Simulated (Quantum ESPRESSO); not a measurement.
# E(θ) between the sublattices of MnPt, part 2 of 2

Wanted: bilinear and biquadratic couplings of MnPt from constrained non-collinear runs.

Quantum ESPRESSO 7.5; LDA; plane waves with GBRV 1.5 LDA potentials, no spin-orbit coupling.

So far, largest spin moment in the atom's sphere (μB): step 2 (the collinear order that defines the sublattices) 3.57; step 3 (ferromagnetic, Kohn–Sham states 44, start moments [3.5, 3.5 …) 3.51.

## Step 4: Angle 0°, no penalty

The two sets tilt by half the angle to either side of z. A collinear state is stationary and needs no penalty.

File pw.in:

```
&CONTROL
  calculation = 'scf'
  prefix = 'pwscf'
  outdir = './tmp'
  pseudo_dir = './pseudo'
  disk_io = 'nowf'
/
&SYSTEM
  ibrav = 0
  nat = 4
  ntyp = 2
  ecutwfc = 34
  ecutrho = 238
  nbnd = 82
  occupations = 'smearing'
  smearing = 'fd'
  degauss = 0.00734986
  noncolin = .true.
  starting_magnetization(1) = 0.238
  angle1(1) = 0
  angle2(1) = 0
  starting_magnetization(2) = 0
/
&ELECTRONS
  conv_thr = 4d-08
  electron_maxstep = 150
  mixing_beta = 0.3
/
ATOMIC_SPECIES
Mn     54.9380 mn_lda_v1.5.uspp.F.UPF
Pt    195.0840 pt_lda_v1.4.uspp.F.UPF
CELL_PARAMETERS angstrom
   5.6600000000    0.0000000000    0.0000000000
   2.8300000000    2.8300000000    0.0000000000
   0.0000000000    0.0000000000    3.6600000000
ATOMIC_POSITIONS crystal
Mn      0.0000000000    0.0000000000    0.0000000000
Mn      0.5000000000    0.0000000000    0.0000000000
Pt      0.0000000000    0.5000000000    0.5000000000
Pt      0.5000000000    0.5000000000    0.5000000000
K_POINTS automatic
3 6 6 0 0 0
```

Command:

```bash
OMP_NUM_THREADS=1 mpirun -n 4 pw.x -nk 4 -in pw.in > pw.out
```

The program printed:

```text
[banner, memory and clock lines left out]
Program PWSCF v.7.5 starts

     Found identity + ( -0.5000  0.0000  0.0000) symmetry
     This is a supercell, fractional translations are disabled
     Message from routine setup:
     using ibrav=0 with symmetry is DISCOURAGED, use correct ibrav instead

     bravais-lattice index     =            0
     lattice parameter (alat)  =      10.6958  a.u.
     unit-cell volume          =     395.6221 (a.u.)^3
     number of atoms/cell      =            4
     number of atomic types    =            2
     number of electrons       =        62.00
     number of Kohn-Sham states=           82
     kinetic-energy cutoff     =      34.0000  Ry
     charge density cutoff     =     238.0000  Ry
     scf convergence threshold =      4.0E-08
     mixing beta               =       0.3000
     number of iterations used =            8  plain     mixing
     Exchange-correlation=  SLA  PZ   NOGX NOGC
                           (   1   1   0   0   0   0   0)
     Noncollinear calculation without spin-orbit

     [... lines left out ...]
     PseudoPot. # 1 for Mn read from file:
     mn_lda_v1.5.uspp.F.UPF
     Pseudo is Ultrasoft + core correction, Zval = 15.0

     PseudoPot. # 2 for Pt read from file:
     pt_lda_v1.4.uspp.F.UPF
     Pseudo is Ultrasoft + core correction, Zval = 16.0

     atomic species   valence    mass     pseudopotential
     Mn               15.00    54.93800     Mn( 1.00)
     Pt               16.00   195.08400     Pt( 1.00)

     16 Sym. Ops., with inversion, found

   Cartesian axes

     site n.     atom                  positions (alat units)
         1        Mn     tau(   1) = (   0.0000000   0.0000000   0.0000000  )
         2        Mn     tau(   2) = (   0.5000000   0.0000000   0.0000000  )
         3        Pt     tau(   3) = (   0.2500000   0.2500000   0.3233216  )
         4        Pt     tau(   4) = (   0.7500000   0.2500000   0.3233216  )

     number of k points=    24  Fermi-Dirac smearing, width (Ry)=  0.0073

     Dense  grid:    24549 G-vectors     FFT dimensions: (  54,  40,  36)

     Smooth grid:    10541 G-vectors     FFT dimensions: (  40,  30,  25)

     Check: negative core charge=   -0.000022
     Generating pointlists ...
     new r_m :   0.1976 (alat units)  2.1138 (a.u.) for type    1
     new r_m :   0.1976 (alat units)  2.1138 (a.u.) for type    2

     Initial potential from superposition of free atoms

     starting charge      59.9998, renormalised to      62.0000

     negative rho (up, down):  3.627E-01 0.000E+00

     atom number    1 relative position :    0.0000   0.0000   0.0000
     charge :    13.829633  (integrated on a sphere of radius 0.198)
     magnetization :          0.000000    0.000000    3.241444
     magnetization/charge:    0.000000    0.000000    0.234384
     polar coord.: r, theta, phi [deg] :     3.241444    0.000000  360.000000

     atom number    2 relative position :    0.5000   0.0000   0.0000
     charge :    13.829633  (integrated on a sphere of radius 0.198)
     magnetization :          0.000000    0.000000    3.241444
     magnetization/charge:    0.000000    0.000000    0.234384
     polar coord.: r, theta, phi [deg] :     3.241444    0.000000  360.000000

     atom number    3 relative position :    0.2500   0.2500   0.3233
     charge :    14.535783  (integrated on a sphere of radius 0.198)
     magnetization :          0.000000    0.000000    0.061473
     magnetization/charge:    0.000000    0.000000    0.004229
     polar coord.: r, theta, phi [deg] :     0.061473    0.000000  360.000000

     atom number    4 relative position :    0.7500   0.2500   0.3233
     charge :    14.535783  (integrated on a sphere of radius 0.198)
     magnetization :          0.000000    0.000000    0.061473
     magnetization/charge:    0.000000    0.000000    0.004229
     polar coord.: r, theta, phi [deg] :     0.061473    0.000000  360.000000

     Starting wfcs are  100 randomized atomic wfcs

     Self-consistent Calculation

     iteration #  1     ecut=    34.00 Ry     beta= 0.30
     Davidson diagonalization with overlap
     ethr =  1.00E-02,  avg # of iterations =  2.0

     negative rho (up, down):  3.432E-01 0.000E+00

     total energy              =    -843.32246697 Ry
     estimated scf accuracy    <       4.77727056 Ry

     total magnetization       =     0.00     0.00     4.71 Bohr mag/cell
     absolute magnetization    =     5.06 Bohr mag/cell

     [... further iterations left out ...]

     iteration # 14     ecut=    34.00 Ry     beta= 0.30
     Davidson diagonalization with overlap
     ethr =  1.39E-10,  avg # of iterations =  2.5

     negative rho (up, down):  3.318E-01 0.000E+00

     atom number    1 relative position :    0.0000   0.0000   0.0000
     charge :    13.635097  (integrated on a sphere of radius 0.198)
     magnetization :          0.000000    0.000000    3.514256
     magnetization/charge:    0.000000    0.000000    0.257736
     polar coord.: r, theta, phi [deg] :     3.514256    0.000000  360.000000

     atom number    2 relative position :    0.5000   0.0000   0.0000
     charge :    13.635113  (integrated on a sphere of radius 0.198)
     magnetization :          0.000000   -0.000000    3.514281
     magnetization/charge:    0.000000   -0.000000    0.257738
     polar coord.: r, theta, phi [deg] :     3.514281    0.000000  360.000000

     atom number    3 relative position :    0.2500   0.2500   0.3233
     charge :    13.873209  (integrated on a sphere of radius 0.198)
     magnetization :          0.000000   -0.000000    0.350891
     magnetization/charge:    0.000000   -0.000000    0.025293
     polar coord.: r, theta, phi [deg] :     0.350891    0.000000  360.000000

     atom number    4 relative position :    0.7500   0.2500   0.3233
     charge :    13.873209  (integrated on a sphere of radius 0.198)
     magnetization :         -0.000000   -0.000000    0.350891
     magnetization/charge:   -0.000000   -0.000000    0.025293
     polar coord.: r, theta, phi [deg] :     0.350891    0.000000  360.000000

     End of self-consistent calculation

     [... lines left out ...]
     the Fermi energy is    18.5697 ev

!    total energy              =    -844.01109670 Ry
     estimated scf accuracy    <       0.00000001 Ry
     smearing contrib. (-TS)   =      -0.00942359 Ry
     internal energy E=F+TS    =    -844.00167311 Ry

     The total energy is F=E-TS. E is the sum of the following terms:
     one-electron contribution =    -238.93594254 Ry
     hartree contribution      =     161.57011324 Ry
     xc contribution           =    -166.15690514 Ry
     ewald contribution        =    -600.47893867 Ry

     total magnetization       =    -0.00     0.00     7.93 Bohr mag/cell
     absolute magnetization    =     8.04 Bohr mag/cell

     convergence has been achieved in  14 iterations
```

The job ended after 42 s (4 MPI ranks of Arm Neoverse V1, shared host; peak memory 0.47 GiB).

Spin moment in the atom's sphere by atom:

```
atom  x (μB)  y (μB)  z (μB)  size
 Mn1    0.00    0.00    3.51  3.51
 Mn2    0.00    0.00    3.51  3.51
 Pt3    0.00    0.00    0.35  0.35
 Pt4    0.00    0.00    0.35  0.35
```

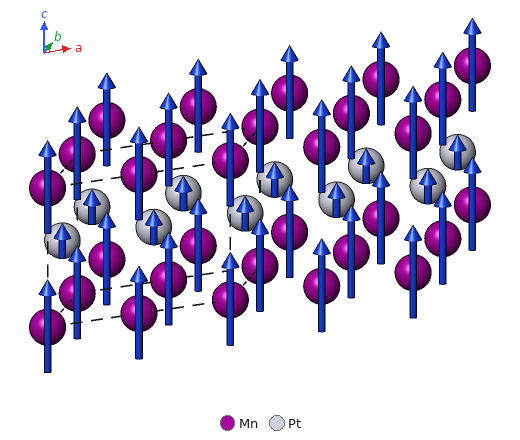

Spin moment in the atom's sphere as arrows, the longest 3.51 μB. Each arrow also spans its atom, so small moments look longer than they are. 2×2×1 cells are drawn. Some periodic images of atoms are drawn too.

Numbers from this step:

- smearing term TS: 0.1282 eV
- magnetization: 0, 0, 7.933 μB
- absolute magnetization: 8.039 μB
- final state: ferromagnetic

## Step 5: Angle 45°, lambda 2 Ry

A penalty pulls the polar angle of each moment to the typed one; its size and its azimuth are free.

Changes to pw.in since step 4:

```diff
@@ -10,3 +10,3 @@
   nat = 4
-  ntyp = 2
+  ntyp = 3
   ecutwfc = 34
@@ -19,5 +19,12 @@
   starting_magnetization(1) = 0.238
-  angle1(1) = 0
+  angle1(1) = 22.501
   angle2(1) = 0
-  starting_magnetization(2) = 0
+  starting_magnetization(2) = 0.238
+  angle1(2) = 22.501
+  angle2(2) = 180
+  starting_magnetization(3) = 0.02
+  angle1(3) = 0
+  angle2(3) = 0
+  constrained_magnetization = 'atomic direction'
+  lambda = 2
 /
@@ -29,3 +36,4 @@
 ATOMIC_SPECIES
-Mn     54.9380 mn_lda_v1.5.uspp.F.UPF
+Mn1    54.9380 mn_lda_v1.5.uspp.F.UPF
+Mn2    54.9380 mn_lda_v1.5.uspp.F.UPF
 Pt    195.0840 pt_lda_v1.4.uspp.F.UPF
@@ -36,4 +44,4 @@
 ATOMIC_POSITIONS crystal
-Mn      0.0000000000    0.0000000000    0.0000000000
-Mn      0.5000000000    0.0000000000    0.0000000000
+Mn1     0.0000000000    0.0000000000    0.0000000000
+Mn2     0.5000000000    0.0000000000    0.0000000000
 Pt      0.0000000000    0.5000000000    0.5000000000
```

The program printed:

```text
     [... lines left out ...]
Program PWSCF v.7.5 starts
     [... lines left out ...]
     number of atoms/cell      =            4
     [... lines left out ...]
     number of electrons       =        62.00
     number of Kohn-Sham states=           82
     kinetic-energy cutoff     =      34.0000  Ry
     charge density cutoff     =     238.0000  Ry
     scf convergence threshold =      4.0E-08
     [... lines left out ...]
     Noncollinear calculation without spin-orbit
     [... lines left out ...]
      4 Sym. Ops., with inversion, found
     [... lines left out ...]
     number of k points=    40  Fermi-Dirac smearing, width (Ry)=  0.0073
     [... lines left out ...]
     iteration # 14     ecut=    34.00 Ry     beta= 0.30
     [... lines left out ...]
     constraint energy (Ry) =      0.00067708
     atom number    1 relative position :    0.0000   0.0000   0.0000
     [... lines left out ...]
     magnetization :          1.459123    0.000000    3.220324
     [... lines left out ...]
     atom number    2 relative position :    0.5000   0.0000   0.0000
     [... lines left out ...]
     magnetization :         -1.459118   -0.000000    3.220314
     [... lines left out ...]
     atom number    3 relative position :    0.2500   0.2500   0.3233
     [... lines left out ...]
     magnetization :         -0.000001   -0.000000    0.329860
     [... lines left out ...]
     atom number    4 relative position :    0.7500   0.2500   0.3233
     [... lines left out ...]
     magnetization :         -0.000003    0.000000    0.329860
     [... lines left out ...]
     the Fermi energy is    18.5893 ev
!    total energy              =    -844.02089241 Ry
     estimated scf accuracy    <       0.00000002 Ry
     smearing contrib. (-TS)   =      -0.00783889 Ry
     [... lines left out ...]
     total magnetization       =     0.00    -0.00     7.30 Bohr mag/cell
     absolute magnetization    =     8.06 Bohr mag/cell
     [... lines left out ...]
     convergence has been achieved in  14 iterations
```

Wall time 70 s (4 MPI ranks); peak memory 0.53 GiB.

Spin moment in the atom's sphere by atom:

```
atom  x (μB)  y (μB)  z (μB)  size
 Mn1    1.46    0.00    3.22  3.54
 Mn2   -1.46    0.00    3.22  3.54
 Pt3    0.00    0.00    0.33  0.33
 Pt4    0.00    0.00    0.33  0.33
```

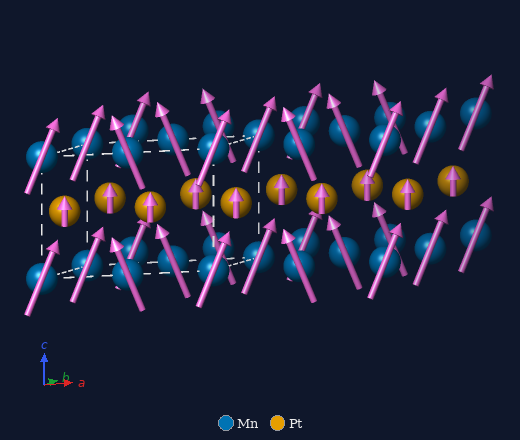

Spin moment in the atom's sphere as arrows, the longest 3.54 μB. Each arrow also spans its atom, so small moments look longer than they are. 2×2×1 cells are drawn. Some periodic images of atoms are drawn too.

This step gave:

* smearing term TS: 0.1067 eV
* magnetization: 0, 0, 7.296 μB
* absolute magnetization: 8.058 μB
* penalty energy: 9.212 meV
* final state: non-collinear

## Step 6: Angle 90°, lambda 2 Ry

Changes to pw.in since step 5:

```diff
@@ -19,8 +19,8 @@
   starting_magnetization(1) = 0.238
-  angle1(1) = 22.501
+  angle1(1) = 45
   angle2(1) = 0
   starting_magnetization(2) = 0.238
-  angle1(2) = 22.501
+  angle1(2) = 45
   angle2(2) = 180
-  starting_magnetization(3) = 0.02
+  starting_magnetization(3) = 0.0156
   angle1(3) = 0
```

The program printed:

```text
     [... lines left out ...]
Program PWSCF v.7.5 starts
     [... lines left out ...]
     number of atoms/cell      =            4
     [... lines left out ...]
     number of electrons       =        62.00
     number of Kohn-Sham states=           82
     kinetic-energy cutoff     =      34.0000  Ry
     charge density cutoff     =     238.0000  Ry
     scf convergence threshold =      4.0E-08
     [... lines left out ...]
     Noncollinear calculation without spin-orbit
     [... lines left out ...]
      4 Sym. Ops., with inversion, found
     [... lines left out ...]
     number of k points=    40  Fermi-Dirac smearing, width (Ry)=  0.0073
     [... lines left out ...]
     iteration # 14     ecut=    34.00 Ry     beta= 0.30
     [... lines left out ...]
     constraint energy (Ry) =      0.00027962
     atom number    1 relative position :    0.0000   0.0000   0.0000
     [... lines left out ...]
     magnetization :          2.541088    0.000000    2.482103
     [... lines left out ...]
     atom number    2 relative position :    0.5000   0.0000   0.0000
     [... lines left out ...]
     magnetization :         -2.541166   -0.000000    2.482048
     [... lines left out ...]
     atom number    3 relative position :    0.2500   0.2500   0.3233
     [... lines left out ...]
     magnetization :          0.000005   -0.000000    0.265944
     [... lines left out ...]
     atom number    4 relative position :    0.7500   0.2500   0.3233
     [... lines left out ...]
     magnetization :         -0.000000    0.000000    0.265944
     [... lines left out ...]
     the Fermi energy is    18.6658 ev
!    total energy              =    -844.03890678 Ry
     estimated scf accuracy    <       0.00000002 Ry
     smearing contrib. (-TS)   =      -0.00509124 Ry
     [... lines left out ...]
     total magnetization       =    -0.00     0.00     5.65 Bohr mag/cell
     absolute magnetization    =     7.98 Bohr mag/cell
     [... lines left out ...]
     convergence has been achieved in  14 iterations
```

The job ended after 67 s (4 MPI ranks; peak memory 0.53 GiB).

Numbers from this step:

* smearing term TS: 0.06927 eV
* magnetization: 0, 0, 5.646 μB
* absolute magnetization: 7.982 μB
* penalty energy: 3.804 meV
* final state: non-collinear
* largest moment: 3.552 μB

## Step 7: Angle 180°, no penalty

Changes to pw.in since step 6:

```diff
@@ -19,12 +19,8 @@
   starting_magnetization(1) = 0.238
-  angle1(1) = 45
+  angle1(1) = 90
   angle2(1) = 0
   starting_magnetization(2) = 0.238
-  angle1(2) = 45
+  angle1(2) = 90
   angle2(2) = 180
-  starting_magnetization(3) = 0.0156
-  angle1(3) = 0
-  angle2(3) = 0
-  constrained_magnetization = 'atomic direction'
-  lambda = 2
+  starting_magnetization(3) = 0
 /
```

The program printed:

```text
     [... lines left out ...]
Program PWSCF v.7.5 starts
     [... lines left out ...]
     number of atoms/cell      =            4
     [... lines left out ...]
     number of electrons       =        62.00
     number of Kohn-Sham states=           82
     kinetic-energy cutoff     =      34.0000  Ry
     charge density cutoff     =     238.0000  Ry
     scf convergence threshold =      4.0E-08
     [... lines left out ...]
     Noncollinear calculation without spin-orbit
     [... lines left out ...]
      8 Sym. Ops., with inversion, found
     [... lines left out ...]
     number of k points=    32  Fermi-Dirac smearing, width (Ry)=  0.0073
     [... lines left out ...]
     iteration # 13     ecut=    34.00 Ry     beta= 0.30
     [... lines left out ...]
     atom number    1 relative position :    0.0000   0.0000   0.0000
     [... lines left out ...]
     magnetization :          3.573658   -0.000000   -0.000000
     [... lines left out ...]
     atom number    2 relative position :    0.5000   0.0000   0.0000
     [... lines left out ...]
     magnetization :         -3.573667    0.000000    0.000000
     [... lines left out ...]
     atom number    3 relative position :    0.2500   0.2500   0.3233
     [... lines left out ...]
     magnetization :          0.000009    0.000000   -0.000000
     [... lines left out ...]
     atom number    4 relative position :    0.7500   0.2500   0.3233
     [... lines left out ...]
     magnetization :          0.000000   -0.000000    0.000000
     [... lines left out ...]
     the Fermi energy is    18.9020 ev
!    total energy              =    -844.06004387 Ry
     estimated scf accuracy    <       0.00000002 Ry
     smearing contrib. (-TS)   =      -0.00223685 Ry
     [... lines left out ...]
     total magnetization       =     0.00    -0.00    -0.00 Bohr mag/cell
     absolute magnetization    =     7.55 Bohr mag/cell
     convergence has been achieved in  13 iterations
```

Run time: 51 s. Hardware: 4 MPI ranks; peak memory 0.5 GiB; 3.4 min of CPU time.

This step gave:

```yaml
smearing_term_ts: 0.03043 eV
magnetization: 0, 0, 0 μB
absolute_magnetization: 7.55 μB
final_state: antiferromagnetic
largest_moment: 3.574 μB
```

## Step 8: The angles together

Not every run of the table is shown above.

Canting:

| lambda (Ry) | typed angle (degrees) | final angle (degrees) | energy less that at the first angle (meV a seeded atom) | penalty energy, not in the total (meV a cell) | largest site moment (μB) | CPU time (s) |
| --- | --- | --- | --- | --- | --- | --- |
| - | 0 | 0 | 0 | 0 | 3.514 | 169.3 |
| 2 | 45 | 48.75 | -66.64 | 9.212 | 3.535 | 277.9 |
| 2 | 90 | 91.35 | -189.2 | 3.804 | 3.552 | 268.4 |
| 2 | 135 | 135.5 | -293.4 | 0.8944 | 3.564 | 280.6 |
| - | 180 | 180 | -333 | 0 | 3.574 | 202.1 |

Table of energy less that at the first angle by final angle between the sublattices:

```
final angle between the sublattices (degrees)  energy less that at the first angle (meV a seeded atom)
                                          0.0                                                        0
                                         48.8                                                    -66.6
                                         91.3                                                     -189
                                        135.5                                                     -293
                                        180.0                                                     -333
```

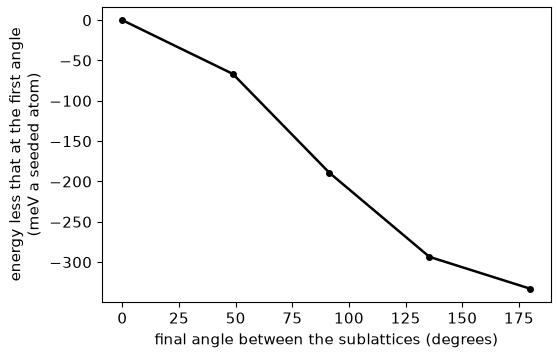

Energy less that at the first angle, plotted against final angle between the sublattices.

A fit to E = E0 − A cos θ − B cos² θ gives A = -166 meV and B = -18.5 meV a seeded atom.

## Step 9: Summary of results

```json
{"angle of lowest energy": "180°", "range of the energy": "333 meV a seeded atom", "range of the largest moment": "3.51 to 3.57 μB", "bilinear coefficient A": "-166 meV", "biquadratic coefficient B": "-18.5 meV"}
```

**Reading.** The penalty holds the angles within 3.8° of the typed ones. A is negative, so opposed sublattices are favoured; B is 0.11 of it in size and favours perpendicular moments, a term beyond the Heisenberg model. The largest moment changes by 1.7 % over the angles. This holds for the two sublattices of this cell; other orders were not tried. Without spin–orbit coupling only the angle between the moments matters. The mesh is coarse, so differences of some ten meV can be noise where moments are itinerant. Energies are free energies at an electronic temperature of 1160 K, which lowers moments and differences where the moments are itinerant. The cutoff lies under the 40 Ry that these files are usually run at.

[Logs and program files are shortened in this print: banners, set-up blocks, solver, clock and traceback lines can be left out without a mark of their own.]

[Logs are printed without paths, hosts, clocks, repeated set-up lines and the standing remarks that a program may print on its own settings, such as how far it seeks lower states.]

[Hosts, paths, dates, database ids (printed as entryN), source tags and the programs' standing remarks are cut or masked in the printed files.]

[Where a cell is said to come from a database of computed structures, the database is the Materials Project.]
